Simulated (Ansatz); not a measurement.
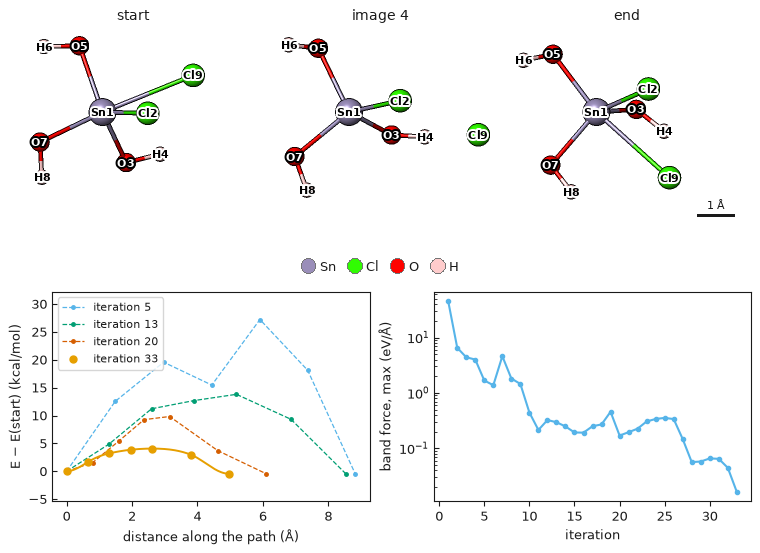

A nudged-elastic-band calculation for SnH₃O₃Cl₂ (multiplicity 2). Images are numbered from 0 (start) to 6 (end). The plot follows the band through its iterations. A ball-and-stick model, seen face on.

All numbers below come from Ansatz 0.2.0, UKS PBE/def2-SVP. Run with 5 movable images; climbing image; force threshold 0.03 eV/Å; iteration limit 60; starting path through a guess of the saddle point.

### How did the profile develop, and is the result final?

The run is converged, with reservations. The band converged in 33 iterations. The largest component of the band force went from 45 to 0.016 eV/Å. The climbing image converged on the top of the path. Its vibrational analysis gives no imaginary modes over 30i cm⁻¹, so it isn't confirmed as a transition state. The first iteration put the highest image at 293.05 kcal/mol. Forward barrier 4.08 kcal/mol, backward barrier 4.51 kcal/mol, with image 4 at the top; the reaction energy is −0.43 kcal/mol.

The run took 5.5 min on 4 threads of Arm Neoverse V2, with other jobs on the host, peak memory 0.3 GiB.
